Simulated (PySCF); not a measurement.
# CF2 (SMILES F[C]F) at SCS-MP2/def2-TZVPP

Aim: the energy change on altering one bond length of CF2 at SCS-MP2/def2-TZVPP, from 2 runs. Input form: a Python script.

The results are computed with PySCF 2.14.0.

2 further runs of the same task are left out: 2 set aside as unsound or not needed.

### 1 The structure to begin with

CF2 has 3 atoms, charge 0, and is taken as a singlet. As SMILES, `F[C]F`. The coordinates come from a PBE0-D4/def2-TZVP relaxation.

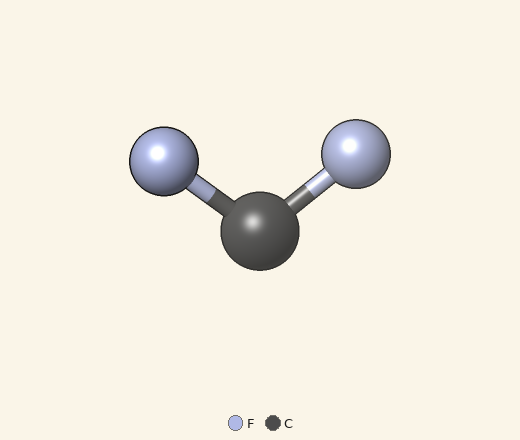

Viewed from a chosen angle; fluorine light blue, carbon dark grey.

### 2 A single-point energy at SCS-MP2/def2-TZVPP

calc.py

```python
from pyscf import gto, mp

mol = gto.M(
    atom='''
F    0.316310   0.971410   0.281600
C    0.382340  -0.318520   0.175150
F   -0.698640  -0.652890  -0.456750
''',
    basis='def2-tzvpp',
    spin=0,
    verbose=4,
    max_memory=1860,
)

calc0 = mol.RHF()
calc0.conv_tol = 1e-10
calc0.kernel()
if not calc0.converged:
    calc0 = calc0.newton().run(calc0.mo_coeff, calc0.mo_occ)

pt = mp.MP2(calc0, frozen=3).run()
e_tot = calc0.e_tot + 1.2 * pt.e_corr_os + pt.e_corr_ss / 3
print('E = %.10f Eh' % e_tot)
```

On the command line:

```bash
$ OMP_NUM_THREADS=1 python calc.py
```

What it wrote:

```text
PySCF version 2.14.0

[INPUT] num. atoms = 3
[INPUT] num. electrons = 24
[INPUT] charge = 0
[INPUT] spin (= nelec alpha-beta = 2S) = 0
[INPUT] symmetry False subgroup None
[INPUT] Mole.unit = angstrom
[INPUT] Symbol           X                Y                Z      unit          X                Y                Z       unit  Magmom
[INPUT]  1 F      0.316310000000   0.971410000000   0.281600000000 AA    0.597739270461   1.835698854664   0.532146876678 Bohr   0.0
[INPUT]  2 C      0.382340000000  -0.318520000000   0.175150000000 AA    0.722517886466  -0.601915565196   0.330985530718 Bohr   0.0
[INPUT]  3 F     -0.698640000000  -0.652890000000  -0.456750000000 AA   -1.320238259666  -1.233783289467  -0.863132407395 Bohr   0.0

nuclear repulsion = 64.9794249520572
number of shells = 33
number of NR pGTOs = 138
number of NR cGTOs = 93
basis = def2-tzvpp
ecp = {}

******** <class 'pyscf.scf.hf.RHF'> ********
method = RHF
initial guess = minao
damping factor = 0
level_shift factor = 0
DIIS = <class 'pyscf.scf.diis.CDIIS'>
diis_start_cycle = 1
diis_space = 8
diis_damp = 0
SCF conv_tol = 1e-10
SCF conv_tol_grad = None
SCF max_cycles = 50
direct_scf = True
direct_scf_tol = 1e-13
Set gradient conv threshold to 1e-05
Initial guess from minao.
init E= -237.034734193499
  HOMO = -0.273341468481494  LUMO = 0.0225589823991577  gap/eV = 8.05186
cycle= 1 E= -236.679860452209  delta_E= 0.355  |g|= 0.665  |ddm|=  1.5
  HOMO = -0.536933878988808  LUMO = 0.00561695028714837  gap/eV = 14.76356
cycle= 2 E= -236.744090458821  delta_E= -0.0642  |g|= 0.393  |ddm|= 0.673
  HOMO = -0.486304707833888  LUMO = 0.0705728781631016  gap/eV = 15.15341
cycle= 3 E= -236.767225251609  delta_E= -0.0231  |g|= 0.0593  |ddm|= 0.168
  HOMO = -0.474619887219841  LUMO = 0.0856488742019792  gap/eV = 15.24569
cycle= 4 E= -236.768237230182  delta_E= -0.00101  |g|= 0.0193  |ddm|= 0.0612
  HOMO = -0.476978035991159  LUMO = 0.0849661257413246  gap/eV = 15.29128
cycle= 5 E= -236.768454633798  delta_E= -0.000217  |g|= 0.00415  |ddm|= 0.0384
  HOMO = -0.476797089123824  LUMO = 0.0847672761941602  gap/eV = 15.28094
cycle= 6 E= -236.768467716979  delta_E= -1.31e-05  |g|= 0.000811  |ddm|= 0.00867
  HOMO = -0.476686100609985  LUMO = 0.0848713703931701  gap/eV = 15.28076
cycle= 7 E= -236.768468159359  delta_E= -4.42e-07  |g|= 0.000179  |ddm|= 0.00124
  HOMO = -0.476684328433116  LUMO = 0.0848449319055042  gap/eV = 15.27999
cycle= 8 E= -236.768468175902  delta_E= -1.65e-08  |g|= 2.76e-05  |ddm|= 0.000213
  HOMO = -0.476682566825204  LUMO = 0.0848456458647604  gap/eV = 15.27996
cycle= 9 E= -236.768468176372  delta_E= -4.7e-10  |g|= 4.6e-06  |ddm|= 4.06e-05
  HOMO = -0.476683129224998  LUMO = 0.0848448928399819  gap/eV = 15.27996
cycle= 10 E= -236.768468176384  delta_E= -1.19e-11  |g|= 6.5e-07  |ddm|= 7.96e-06
  HOMO = -0.476683139707518  LUMO = 0.0848449352127432  gap/eV = 15.27996
Extra cycle  E= -236.768468176384  delta_E= 1.14e-13  |g|= 3e-07  |ddm|= 7.71e-07
converged SCF energy = -236.768468176384

******** <class 'pyscf.mp.mp2.RMP2'> ********
nocc = 9, nmo = 90
frozen orbitals 3
E(RMP2) = -237.39751801361  E_corr = -0.629049837226532
E(SCS-RMP2) = -237.381578379467  E_corr = -0.613110203083781
E_corr(same-spin) = -0.163557232601604
E_corr(oppo-spin) = -0.465492604624928
E = -237.3815783795 Eh
```

Run time: 5.7 s. Hardware: 1 thread of Intel Xeon at 2.50GHz (Skylake/Cascade Lake), shared host; peak memory 0.22 GiB.

### 3 The distorted shape

input.py

```python
from pyscf import gto, scf, mp

mol = gto.M(
    atom='''
F      0.856799     1.138595     0.597549
C      0.922829    -0.151335     0.491099
F     -0.698640    -0.652890    -0.456750
''',
    max_memory=1860,
    charge=0,
    verbose=4,
    basis='def2-tzvpp',
    spin=0,
)

calc0 = scf.RHF(mol)
calc0.conv_tol = 1e-10
calc0.kernel()
if not calc0.converged:
    calc0 = calc0.newton().run(calc0.mo_coeff, calc0.mo_occ)

pt = mp.MP2(calc0, frozen=3).run()
energy = calc0.e_tot + 1.2 * pt.e_corr_os + pt.e_corr_ss / 3
print('E(%s) = %.9f' % ('SCS-MP2', energy))
```

On the command line:

```bash
$ OMP_NUM_THREADS=1 python input.py
```

What it wrote:

```text
PySCF version 2.14.0

[INPUT] num. atoms = 3
[INPUT] num. electrons = 24
[INPUT] charge = 0
[INPUT] spin (= nelec alpha-beta = 2S) = 0
[INPUT] symmetry False subgroup None
[INPUT] Mole.unit = angstrom
[INPUT] Symbol           X                Y                Z      unit          X                Y                Z       unit  Magmom
[INPUT]  1 F      0.856799000000   1.138595000000   0.597549000000 AA    1.619115453801   2.151632716799   1.129203956008 Bohr   0.0
[INPUT]  2 C      0.922829000000  -0.151335000000   0.491099000000 AA    1.743894069806  -0.285981703061   0.928042610048 Bohr   0.0
[INPUT]  3 F     -0.698640000000  -0.652890000000  -0.456750000000 AA   -1.320238259666  -1.233783289467  -0.863132407395 Bohr   0.0

nuclear repulsion = 53.2583606325434
number of shells = 33
number of NR pGTOs = 138
number of NR cGTOs = 93
basis = def2-tzvpp
ecp = {}

******** <class 'pyscf.scf.hf.RHF'> ********
method = RHF
initial guess = minao
damping factor = 0
level_shift factor = 0
DIIS = <class 'pyscf.scf.diis.CDIIS'>
diis_start_cycle = 1
diis_space = 8
diis_damp = 0
SCF conv_tol = 1e-10
SCF conv_tol_grad = None
SCF max_cycles = 50
direct_scf = True
direct_scf_tol = 1e-13
Set gradient conv threshold to 1e-05
Initial guess from minao.
init E= -236.311056321721
  HOMO = -0.377624808924423  LUMO = -0.00693497978144819  gap/eV = 10.08698
cycle= 1 E= -236.447674787142  delta_E= -0.137  |g|= 0.897  |ddm|= 1.17
  HOMO = -0.318527826405363  LUMO = -0.14988375691145  gap/eV = 4.58904
cycle= 2 E= -236.447913806113  delta_E= -0.000239  |g|= 1.06  |ddm|= 1.05
  HOMO = -0.507645636240895  LUMO = -0.0491041254225877  gap/eV = 12.47755
cycle= 3 E= -236.641115593148  delta_E= -0.193  |g|= 0.0952  |ddm|= 0.475
  HOMO = -0.490743886673382  LUMO = -0.0179396882092497  gap/eV = 12.86566
cycle= 4 E= -236.644376529801  delta_E= -0.00326  |g|= 0.056  |ddm|= 0.0866
  HOMO = -0.49615146502568  LUMO = -0.0141936118286381  gap/eV = 13.11474
cycle= 5 E= -236.645405266005  delta_E= -0.00103  |g|= 0.021  |ddm|= 0.0421
  HOMO = -0.496623099859256  LUMO = -0.0130338289610705  gap/eV = 13.15913
cycle= 6 E= -236.645838988079  delta_E= -0.000434  |g|= 0.00883  |ddm|= 0.0366
  HOMO = -0.495587621439935  LUMO = -0.0112170374953955  gap/eV = 13.18039
cycle= 7 E= -236.645928546632  delta_E= -8.96e-05  |g|= 0.003  |ddm|= 0.0198
  HOMO = -0.495560584569759  LUMO = -0.0106832929931286  gap/eV = 13.19418
cycle= 8 E= -236.645936800822  delta_E= -8.25e-06  |g|= 0.00107  |ddm|= 0.00618
  HOMO = -0.495433349788808  LUMO = -0.0103664055430173  gap/eV = 13.19934
cycle= 9 E= -236.645937488047  delta_E= -6.87e-07  |g|= 0.00021  |ddm|= 0.0017
  HOMO = -0.495410555016377  LUMO = -0.0103654149385122  gap/eV = 13.19875
cycle= 10 E= -236.645937523478  delta_E= -3.54e-08  |g|= 5.82e-05  |ddm|= 0.000329
  HOMO = -0.495396121663301  LUMO = -0.0103620655666745  gap/eV = 13.19845
cycle= 11 E= -236.64593752627  delta_E= -2.79e-09  |g|= 1.92e-05  |ddm|= 8.9e-05
  HOMO = -0.495395565764827  LUMO = -0.010357424063713  gap/eV = 13.19856
cycle= 12 E= -236.645937526604  delta_E= -3.34e-10  |g|= 8.8e-06  |ddm|= 3.78e-05
  HOMO = -0.495394715274884  LUMO = -0.0103584999159061  gap/eV = 13.19851
cycle= 13 E= -236.645937526661  delta_E= -5.69e-11  |g|= 3.22e-06  |ddm|= 1.31e-05
  HOMO = -0.495394876173375  LUMO = -0.010358179632231  gap/eV = 13.19852
Extra cycle  E= -236.64593752667  delta_E= -8.92e-12  |g|= 2.12e-06  |ddm|= 3.51e-06
converged SCF energy = -236.64593752667

******** <class 'pyscf.mp.mp2.RMP2'> ********
nocc = 9, nmo = 90
frozen orbitals 3
E(RMP2) = -237.301251345235  E_corr = -0.655313818564851
E(SCS-RMP2) = -237.286497522022  E_corr = -0.640559995352101
E_corr(same-spin) = -0.168249907991216
E_corr(oppo-spin) = -0.487063910573635
E(SCS-MP2) = -237.286497522
```

Run time: 5.7 s. Hardware: 1 thread of Intel Xeon at 2.50GHz (Skylake/Cascade Lake), shared host; peak memory 0.21 GiB.

### 4 Summary of results

At SCS-MP2/def2-TZVPP, 3 core orbitals frozen:

| quantity | value |
| --- | --- |
| first shape: total energy | -237.38158 Eh |
| first shape: dipole moment (Hartree–Fock density) | 0.37 D |
| first shape: HOMO energy (Hartree–Fock orbitals) | -12.97 eV |
| first shape: LUMO energy (Hartree–Fock orbitals) | 2.31 eV |
| first shape: HOMO–LUMO gap (Hartree–Fock orbitals) | 15.28 eV |
| first shape: correlation energy (3 core orbitals frozen) | -613.1 mEh |
| distorted shape: total energy | -237.28650 Eh |
| distorted shape: dipole moment (Hartree–Fock density) | 4.43 D |
| distorted shape: HOMO energy (Hartree–Fock orbitals) | -13.48 eV |
| distorted shape: LUMO energy (Hartree–Fock orbitals) | -0.28 eV |
| distorted shape: HOMO–LUMO gap (Hartree–Fock orbitals) | 13.20 eV |
| distorted shape: correlation energy (3 core orbitals frozen) | -640.6 mEh |
| energy change with the C2–F3 bond stretched from 1.296 to 1.944 Å | 2.587 eV |

With the C2–F3 bond stretched from 1.296 to 1.944 Å the energy rises by 2.59 eV (250 kJ/mol). The first shape isn't relaxed at this level, so the change isn't measured from a minimum. Mulliken charges (distorted shape) of the mean-field density run from -0.54 on F3 to +0.61 on C2; they depend strongly on the basis.
